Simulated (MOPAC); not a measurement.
# Run report: CH4AlN, geometry relaxation (part 2 of 3)

CH4AlN; PM6, closed shell (MOPAC 23.2.5). 

Geometry of the input (Å):
```
C  -0.5179  -0.0202  -0.6407
N  -0.1883  0.4909  0.8063
Al 1.1248  -0.5084  0.2443
H  -0.8468  0.1889  1.5755
H  -0.6154  0.7911  -1.3632
H  -0.8820  1.0847  1.2393
H  2.4915  -1.1953  0.3897
```

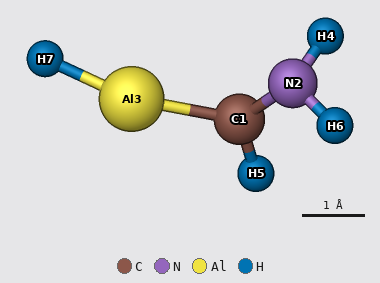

Figure 1. The geometry at step 23 of the log (ball-and-stick view, seen at a tilt; atoms are numbered from 1 in the order of the input).

## Trajectory as extended XYZ, continued
```
7
Properties=species:S:1:pos:R:3:forces:R:3 step=6 energy=4.73794
C    -0.3776    0.0566   -0.4059   -0.4156   0.3285  -0.2345
N    -0.4851    0.5704    0.9369    0.2182  -0.2046   0.4631
Al    1.2542   -0.5919   -0.0362    2.0578  -0.4631   0.1758
H    -0.9528   -0.0761    1.5781   -0.5352   0.4994  -0.2082
H    -0.6266    0.5515   -1.3173   -0.3679  -0.2247   0.1301
H    -0.8152    1.5207    1.0175   -0.1197  -0.1107   0.0512
H     2.4942   -1.2559    0.7172   -0.8376   0.1752  -0.3775
7
Properties=species:S:1:pos:R:3:forces:R:3 step=7 energy=4.67037
C    -0.3790    0.0633   -0.3852    0.3707  -0.1623  -0.5266
N    -0.5005    0.5685    0.9368    0.2595   1.0049   0.5950
Al    1.2832   -0.6021   -0.0514    0.4743   0.2763  -0.3119
H    -0.9877   -0.0478    1.5472   -0.7744  -0.0310   0.3367
H    -0.6457    0.5312   -1.3014   -0.3072  -0.1581   0.0419
H    -0.8215    1.5484    1.0366    0.1078  -0.7094  -0.1477
H     2.4671   -1.2548    0.7207   -0.1307  -0.2204   0.0126
7
Properties=species:S:1:pos:R:3:forces:R:3 step=8 energy=4.59205
C    -0.3639    0.0608   -0.3760    0.3277  -0.0326   0.4260
N    -0.5182    0.5830    0.9537    0.4135   0.1481  -0.0220
Al    1.3092   -0.6058   -0.0817    0.0807   0.4130  -0.0689
H    -1.0481   -0.0270    1.5495   -0.4775   0.0354   0.0966
H    -0.6691    0.5034   -1.2818   -0.2809  -0.0209  -0.1677
H    -0.8281    1.5478    1.0425   -0.0411  -0.2770  -0.2104
H     2.4369   -1.2737    0.7546   -0.0225  -0.2660  -0.0536
7
Properties=species:S:1:pos:R:3:forces:R:3 step=9 energy=4.53735
C    -0.3446    0.0637   -0.3488    0.1379  -0.1286   0.1216
N    -0.5320    0.5900    0.9694    0.2326  -0.1362   0.0781
Al    1.3377   -0.6038   -0.1144   -0.0151   0.3682   0.2480
H    -1.1283    0.0000    1.5465   -0.1067   0.1220  -0.1602
H    -0.7025    0.4680   -1.2649   -0.1127  -0.0538   0.0353
H    -0.8396    1.5472    1.0179   -0.1330   0.0650  -0.1195
H     2.3993   -1.3113    0.7816   -0.0030  -0.2367  -0.2034
7
Properties=species:S:1:pos:R:3:forces:R:3 step=10 energy=4.50603
C    -0.3325    0.0541   -0.3406   -0.0897   0.0926   0.1611
N    -0.5273    0.5926    0.9822   -0.0392  -0.2400  -0.0442
Al    1.3494   -0.5926   -0.1184   -0.1436   0.3488   0.1424
H    -1.1822    0.0235    1.5302    0.0999   0.1181  -0.2299
H    -0.7274    0.4511   -1.2512    0.0015  -0.1208   0.1207
H    -0.8541    1.5453    0.9909   -0.0883   0.1484  -0.0869
H     2.3728   -1.3504    0.7566    0.2594  -0.3471  -0.0633
7
Properties=species:S:1:pos:R:3:forces:R:3 step=11 energy=4.48179
C    -0.3252    0.0480   -0.3265   -0.0713   0.0358   0.0097
N    -0.5244    0.5943    0.9908   -0.4042  -0.0343   0.0343
Al    1.3608   -0.5779   -0.1200    0.0132   0.0970   0.2094
H    -1.2278    0.0411    1.5034    0.2297   0.1344  -0.1556
H    -0.7499    0.4278   -1.2278    0.0284  -0.0933  -0.0042
H    -0.8665    1.5480    0.9527   -0.0195   0.0926   0.0499
H     2.3581   -1.4085    0.7259    0.2237  -0.2321  -0.1435
7
Properties=species:S:1:pos:R:3:forces:R:3 step=12 energy=4.46130
C    -0.3215    0.0408   -0.3202   -0.1003   0.1339  -0.0323
N    -0.5271    0.5983    0.9937   -0.4247   0.1351  -0.0800
Al    1.3657   -0.5661   -0.1101    0.1495  -0.0872   0.1358
H    -1.2419    0.0505    1.4827    0.0971   0.0817   0.0293
H    -0.7614    0.4098   -1.2198    0.0704  -0.1033  -0.0153
H    -0.8726    1.5553    0.9327    0.0058  -0.0104   0.1021
H     2.3614   -1.4590    0.6743    0.2021  -0.1498  -0.1395
7
Properties=species:S:1:pos:R:3:forces:R:3 step=13 energy=4.43539
C    -0.3134    0.0354   -0.3039   -0.0160   0.0651  -0.1422
N    -0.5464    0.6109    0.9899   -0.2747   0.2104   0.1293
Al    1.3811   -0.5504   -0.0936    0.3061  -0.4103   0.0431
H    -1.2657    0.0672    1.4590   -0.0950   0.0244   0.2250
H    -0.7789    0.3657   -1.2028    0.1285  -0.0506  -0.1538
H    -0.8805    1.5677    0.9140   -0.0808   0.0526   0.0829
H     2.3756   -1.5529    0.5727    0.0320   0.1084  -0.1843
7
Properties=species:S:1:pos:R:3:forces:R:3 step=14 energy=4.42115
C    -0.3047    0.0367   -0.2965   -0.1189   0.1069  -0.0213
N    -0.5676    0.6190    0.9937    0.0486   0.3391  -0.2014
Al    1.3925   -0.5492   -0.0881    0.1523  -0.3888  -0.0272
H    -1.2785    0.0772    1.4615   -0.2506  -0.0121   0.2240
H    -0.7827    0.3358   -1.2117    0.2750  -0.0506   0.1037
H    -0.8854    1.5859    0.9095   -0.1220  -0.1486   0.0794
H     2.3870   -1.5921    0.5153    0.0156   0.1540  -0.1572
7
Properties=species:S:1:pos:R:3:forces:R:3 step=15 energy=4.40738
C    -0.2990    0.0416   -0.2898    0.0761  -0.0501   0.1304
N    -0.5885    0.6313    0.9853    0.2198   0.0149   0.1210
Al    1.4010   -0.5554   -0.0786   -0.2709  -0.0723  -0.2527
H    -1.2851    0.0845    1.4740   -0.1972   0.0250   0.0898
H    -0.7730    0.3110   -1.2101    0.2306   0.0257  -0.0215
H    -0.8932    1.5899    0.9203   -0.2539   0.1101  -0.0683
H     2.4056   -1.6096    0.4492    0.1956  -0.0534   0.0013
7
Properties=species:S:1:pos:R:3:forces:R:3 step=16 energy=4.39757
C    -0.2899    0.0441   -0.2803   -0.0101  -0.0803   0.2266
N    -0.6020    0.6381    0.9893    0.1951   0.0202   0.0661
Al    1.4091   -0.5564   -0.0781   -0.2335  -0.1469  -0.2107
H    -1.3090    0.0960    1.4777   -0.0919   0.0625  -0.0413
H    -0.7668    0.2896   -1.2088    0.2530   0.0597   0.0447
H    -0.9078    1.5972    0.9084   -0.2480   0.0552  -0.0576
H     2.4152   -1.6358    0.4059    0.1354   0.0295  -0.0277
7
Properties=species:S:1:pos:R:3:forces:R:3 step=17 energy=4.37137
C    -0.2556    0.0540   -0.2353   -0.2977  -0.1683   0.4632
N    -0.6536    0.6704    1.0074    0.1363   0.0932  -0.2657
Al    1.4315   -0.5754   -0.0800   -0.0524  -0.2711  -0.0134
H    -1.3935    0.1368    1.4859    0.2452   0.1471  -0.4038
H    -0.7038    0.2270   -1.2026    0.1477   0.1993   0.2545
H    -0.9873    1.6229    0.8535   -0.1502  -0.2091   0.0217
H     2.4738   -1.6956    0.2333   -0.0289   0.2089  -0.0565
7
Properties=species:S:1:pos:R:3:forces:R:3 step=18 energy=4.35131
C    -0.2626    0.0512   -0.2362   -0.0707  -0.1219   0.3172
N    -0.6421    0.6702    1.0062   -0.0240   0.0643  -0.1094
Al    1.4211   -0.5831   -0.0829   -0.1491  -0.0568  -0.0178
H    -1.3777    0.1302    1.4820    0.2001   0.1303  -0.2915
H    -0.6847    0.2542   -1.2024   -0.0049   0.1643   0.1185
H    -0.9950    1.6142    0.8543   -0.1186  -0.1314  -0.0019
H     2.4821   -1.6578    0.2586    0.1672  -0.0488  -0.0151
7
Properties=species:S:1:pos:R:3:forces:R:3 step=19 energy=4.33273
C    -0.2590    0.0431   -0.2096    0.0983   0.0112   0.0736
N    -0.6516    0.6926    1.0060   -0.1583  -0.0115   0.0593
Al    1.4175   -0.5963   -0.0750    0.4808  -0.4327   0.0681
H    -1.3870    0.1431    1.4538    0.0306   0.0018   0.0515
H    -0.6336    0.2673   -1.1840   -0.2148   0.1498  -0.1181
H    -1.0504    1.6085    0.8267   -0.0458   0.0581  -0.0865
H     2.5378   -1.6650    0.1646   -0.1908   0.2233  -0.0479
7
Properties=species:S:1:pos:R:3:forces:R:3 step=20 energy=4.32626
C    -0.2507    0.0462   -0.1953    0.1148  -0.0369  -0.0832
N    -0.6652    0.6994    1.0112   -0.0415   0.0612  -0.0354
Al    1.4253   -0.6081   -0.0850    0.0379  -0.0416   0.1388
H    -1.4029    0.1500    1.4513    0.0089  -0.0261   0.0549
H    -0.6250    0.2701   -1.1770   -0.1677   0.1169   0.0055
H    -1.0680    1.6135    0.8135   -0.0160  -0.0253  -0.0510
H     2.5440   -1.6547    0.1564    0.0637  -0.0483  -0.0296
7
Properties=species:S:1:pos:R:3:forces:R:3 step=21 energy=4.32291
C    -0.2479    0.0455   -0.1945    0.0452   0.0028  -0.0139
N    -0.6686    0.7010    1.0105    0.0287   0.0531  -0.0670
Al    1.4268   -0.6090   -0.0810    0.0467  -0.0587   0.0941
H    -1.4034    0.1524    1.4532   -0.0138  -0.0403   0.0491
H    -0.6296    0.2744   -1.1726   -0.1133   0.0854  -0.0091
H    -1.0716    1.6127    0.8049   -0.0355  -0.0157  -0.0339
H     2.5479   -1.6595    0.1377    0.0420  -0.0265  -0.0193
7
Properties=species:S:1:pos:R:3:forces:R:3 step=22 energy=4.31981
C    -0.2418    0.0452   -0.1871   -0.0110   0.0233  -0.0080
N    -0.6773    0.7086    1.0090    0.0412   0.0625  -0.0627
Al    1.4299   -0.6163   -0.0716    0.0643  -0.0682   0.0043
H    -1.4077    0.1582    1.4578   -0.0004  -0.0392   0.0261
H    -0.6292    0.2879   -1.1633   -0.0041   0.0052   0.0077
H    -1.0930    1.6094    0.7783   -0.0400  -0.0158   0.0236
H     2.5684   -1.6654    0.0818   -0.0500   0.0322   0.0091
7
Properties=species:S:1:pos:R:3:forces:R:3 step=23 energy=4.31939
C    -0.2437    0.0451   -0.1904    0.0069   0.0313  -0.0297
N    -0.6741    0.7072    1.0076    0.0300   0.0077  -0.0004
Al    1.4283   -0.6162   -0.0718   -0.0060  -0.0065  -0.0109
H    -1.4019    0.1549    1.4601    0.0111  -0.0218   0.0180
H    -0.6324    0.2924   -1.1647    0.0052  -0.0057   0.0044
H    -1.0898    1.6074    0.7831   -0.0592   0.0238   0.0045
H     2.5655   -1.6594    0.0939    0.0120  -0.0289   0.0140
7
Properties=species:S:1:pos:R:3:forces:R:3 step=24 energy=4.31914
C    -0.2441    0.0458   -0.1913    0.0234   0.0269  -0.0153
N    -0.6735    0.7077    1.0073    0.0082   0.0023   0.0059
Al    1.4273   -0.6175   -0.0717   -0.0138   0.0087  -0.0114
H    -1.3993    0.1535    1.4627    0.0269  -0.0111   0.0049
H    -0.6303    0.2941   -1.1659   -0.0059  -0.0027  -0.0001
H    -1.0927    1.6069    0.7837   -0.0516   0.0128   0.0014
H     2.5678   -1.6567    0.0952    0.0129  -0.0369   0.0146
7
Properties=species:S:1:pos:R:3:forces:R:3 step=25 energy=4.31862
C    -0.2443    0.0482   -0.1929    0.0568   0.0103   0.0029
N    -0.6727    0.7092    1.0063   -0.0209   0.0006   0.0237
Al    1.4255   -0.6207   -0.0713   -0.0239   0.0327  -0.0122
H    -1.3916    0.1496    1.4685    0.0454   0.0036  -0.0138
H    -0.6269    0.2981   -1.1677   -0.0179  -0.0002  -0.0077
H    -1.1018    1.6049    0.7847   -0.0358  -0.0094  -0.0058
H     2.5730   -1.6523    0.0976   -0.0038  -0.0376   0.0128
7
Properties=species:S:1:pos:R:3:forces:R:3 step=26 energy=4.31813
C    -0.2437    0.0511   -0.1948    0.0592   0.0005   0.0212
N    -0.6716    0.7105    1.0057   -0.0397   0.0081   0.0268
Al    1.4240   -0.6232   -0.0716   -0.0170   0.0431  -0.0085
H    -1.3828    0.1449    1.4738    0.0545   0.0100  -0.0240
H    -0.6264    0.3017   -1.1688   -0.0180   0.0004  -0.0138
H    -1.1121    1.6020    0.7853   -0.0173  -0.0310  -0.0092
H     2.5756   -1.6501    0.1035   -0.0218  -0.0312   0.0074
7
Properties=species:S:1:pos:R:3:forces:R:3 step=27 energy=4.31734
C    -0.2409    0.0585   -0.1988    0.0258  -0.0233   0.0408
N    -0.6693    0.7132    1.0046   -0.0496   0.0258   0.0125
Al    1.4217   -0.6270   -0.0734    0.0214   0.0417   0.0061
H    -1.3617    0.1331    1.4833    0.0519   0.0131  -0.0228
H    -0.6301    0.3074   -1.1701    0.0064  -0.0001  -0.0143
H    -1.1354    1.5933    0.7862    0.0125  -0.0576  -0.0109
H     2.5756   -1.6511    0.1210   -0.0684   0.0004  -0.0112
7
Properties=species:S:1:pos:R:3:forces:R:3 step=28 energy=4.31694
C    -0.2397    0.0596   -0.1988   -0.0031  -0.0197   0.0328
N    -0.6694    0.7138    1.0047   -0.0219   0.0154  -0.0039
Al    1.4222   -0.6263   -0.0740    0.0368   0.0273   0.0105
H    -1.3583    0.1311    1.4832    0.0313   0.0019  -0.0038
H    -0.6330    0.3068   -1.1694    0.0229  -0.0021  -0.0085
H    -1.1391    1.5907    0.7853    0.0053  -0.0336  -0.0113
H     2.5716   -1.6553    0.1241   -0.0713   0.0107  -0.0158
7
Properties=species:S:1:pos:R:3:forces:R:3 step=29 energy=4.31642
C    -0.2376    0.0598   -0.1969   -0.0482  -0.0177   0.0122
N    -0.6706    0.7144    1.0052    0.0250   0.0061  -0.0374
Al    1.4245   -0.6237   -0.0744    0.0573  -0.0003   0.0128
H    -1.3579    0.1306    1.4812    0.0009  -0.0196   0.0297
H    -0.6360    0.3033   -1.1673    0.0435  -0.0004   0.0012
H    -1.1416    1.5876    0.7813   -0.0189   0.0131  -0.0025
H     2.5630   -1.6649    0.1217   -0.0596   0.0187  -0.0160
7
Properties=species:S:1:pos:R:3:forces:R:3 step=30 energy=4.31601
C    -0.2362    0.0611   -0.1963   -0.0672  -0.0238   0.0078
N    -0.6712    0.7160    1.0048    0.0322   0.0012  -0.0508
Al    1.4253   -0.6232   -0.0742    0.0691  -0.0050   0.0101
H    -1.3519    0.1275    1.4840   -0.0035  -0.0185   0.0395
H    -0.6355    0.3034   -1.1670    0.0514   0.0029   0.0047
H    -1.1502    1.5837    0.7782   -0.0266   0.0240   0.0035
H     2.5581   -1.6709    0.1201   -0.0553   0.0191  -0.0148
7
Properties=species:S:1:pos:R:3:forces:R:3 step=31 energy=4.31424
C    -0.2237    0.0739   -0.1908   -0.2100  -0.0560  -0.0106
N    -0.6774    0.7355    0.9972   -0.0910  -0.0677  -0.1080
Al    1.4341   -0.6192   -0.0707    0.1982  -0.0605  -0.0165
H    -1.2759    0.0917    1.5239    0.0308   0.1440   0.0329
H    -0.6202    0.3111   -1.1668    0.1006   0.0476   0.0243
H    -1.2536    1.5393    0.7479    0.0167  -0.0512   0.0837
H     2.5043   -1.7361    0.1011   -0.0455   0.0437  -0.0059
7
Properties=species:S:1:pos:R:3:forces:R:3 step=32 energy=4.31156
C    -0.2280    0.0673   -0.1890   -0.1356  -0.0545  -0.0197
N    -0.6792    0.7328    0.9964    0.0275  -0.0992  -0.0810
Al    1.4363   -0.6161   -0.0698    0.1204  -0.0219  -0.0261
H    -1.2879    0.1036    1.5200   -0.0174   0.0448   0.0877
H    -0.6149    0.3091   -1.1674    0.0670   0.0497   0.0135
H    -1.2354    1.5449    0.7532   -0.0601   0.0814   0.0179
H     2.5031   -1.7346    0.0925   -0.0019  -0.0003   0.0076
7
Properties=species:S:1:pos:R:3:forces:R:3 step=33 energy=4.30713
C    -0.2295    0.0635   -0.1853   -0.0791  -0.0683  -0.0080
N    -0.6839    0.7369    0.9911    0.0028  -0.0576  -0.0716
Al    1.4430   -0.6117   -0.0671    0.0682   0.0189  -0.0469
H    -1.2669    0.1067    1.5400   -0.0029   0.0135   0.0951
H    -0.5979    0.3183   -1.1682    0.0386   0.0608  -0.0003
H    -1.2623    1.5319    0.7450   -0.0656   0.0820   0.0072
H     2.4798   -1.7588    0.0747    0.0379  -0.0494   0.0245
7
Properties=species:S:1:pos:R:3:forces:R:3 step=34 energy=4.30679
C    -0.2329    0.0628   -0.1855    0.0834  -0.1700  -0.0050
N    -0.6832    0.7353    0.9902   -0.0664   0.0404  -0.0345
Al    1.4447   -0.6117   -0.0669   -0.0913   0.1368  -0.0649
H    -1.2679    0.1106    1.5420   -0.0012  -0.0244   0.1002
H    -0.5949    0.3202   -1.1679    0.0113   0.0783  -0.0426
H    -1.2619    1.5330    0.7462   -0.0276   0.0614   0.0125
H     2.4781   -1.7574    0.0743    0.0918  -0.1224   0.0344
7
Properties=species:S:1:pos:R:3:forces:R:3 step=35 energy=4.30526
C    -0.2325    0.0607   -0.1853   -0.0054  -0.0902   0.0120
N    -0.6849    0.7361    0.9895   -0.0305  -0.0135  -0.0441
Al    1.4453   -0.6112   -0.0674   -0.0152   0.0782  -0.0491
H    -1.2661    0.1111    1.5457    0.0103  -0.0065   0.0779
H    -0.5929    0.3237   -1.1683    0.0215   0.0622  -0.0187
H    -1.2636    1.5338    0.7471   -0.0320   0.0495  -0.0053
H     2.4780   -1.7607    0.0746    0.0514  -0.0797   0.0274
7
Properties=species:S:1:pos:R:3:forces:R:3 step=36 energy=4.30373
C    -0.2337    0.0578   -0.1846   -0.0476  -0.0395   0.0044
N    -0.6866    0.7362    0.9882   -0.0220  -0.0262  -0.0359
Al    1.4465   -0.6101   -0.0682    0.0446   0.0259  -0.0326
H    -1.2640    0.1125    1.5509    0.0218   0.0070   0.0560
H    -0.5897    0.3292   -1.1686    0.0269   0.0452   0.0018
H    -1.2647    1.5353    0.7475   -0.0264   0.0213  -0.0125
H     2.4774   -1.7653    0.0759    0.0027  -0.0337   0.0188
7
Properties=species:S:1:pos:R:3:forces:R:3 step=37 energy=4.30160
C    -0.2362    0.0536   -0.1836   -0.0482   0.0027   0.0025
N    -0.6892    0.7362    0.9858   -0.0183  -0.0305  -0.0198
Al    1.4495   -0.6080   -0.0692    0.0543   0.0106  -0.0181
H    -1.2572    0.1150    1.5611    0.0368   0.0163   0.0284
H    -0.5828    0.3387   -1.1687    0.0217   0.0268   0.0119
H    -1.2690    1.5349    0.7468   -0.0249  -0.0070  -0.0179
H     2.4710   -1.7736    0.0774   -0.0214  -0.0190   0.0129
7
Properties=species:S:1:pos:R:3:forces:R:3 step=38 energy=4.29831
C    -0.2391    0.0490   -0.1822   -0.0439   0.0429  -0.0020
N    -0.6923    0.7370    0.9816   -0.0341  -0.0357  -0.0062
Al    1.4544   -0.6034   -0.0696    0.0822  -0.0172  -0.0058
H    -1.2401    0.1173    1.5784    0.0539   0.0245  -0.0021
H    -0.5714    0.3512   -1.1692    0.0059   0.0127   0.0214
H    -1.2831    1.5274    0.7429   -0.0285  -0.0172  -0.0139
H     2.4529   -1.7912    0.0772   -0.0355  -0.0100   0.0086
7
Properties=species:S:1:pos:R:3:forces:R:3 step=39 energy=4.29246
C    -0.2416    0.0432   -0.1784   -0.0419   0.1153   0.0002
N    -0.6994    0.7403    0.9739   -0.0771  -0.0861   0.0010
Al    1.4646   -0.5952   -0.0694    0.1373  -0.0875   0.0172
H    -1.2060    0.1209    1.6089    0.0963   0.0613  -0.0552
H    -0.5512    0.3686   -1.1690   -0.0207  -0.0033   0.0388
H    -1.3168    1.5088    0.7339   -0.0314  -0.0251  -0.0034
H     2.4145   -1.8282    0.0701   -0.0626   0.0254   0.0015
7
Properties=species:S:1:pos:R:3:forces:R:3 step=40 energy=4.28515
C    -0.2475    0.0357   -0.1747    0.0002   0.2549   0.0268
N    -0.7152    0.7412    0.9576   -0.1959  -0.2223   0.0985
Al    1.4865   -0.5807   -0.0753    0.2199  -0.2489   0.1123
H    -1.1304    0.1285    1.6728    0.2054   0.2240  -0.2768
H    -0.5202    0.4115   -1.1646   -0.0659  -0.0672   0.0378
H    -1.3782    1.4743    0.7248    0.0008  -0.1059   0.0493
H     2.3356   -1.8970    0.0893   -0.1646   0.1653  -0.0479
```
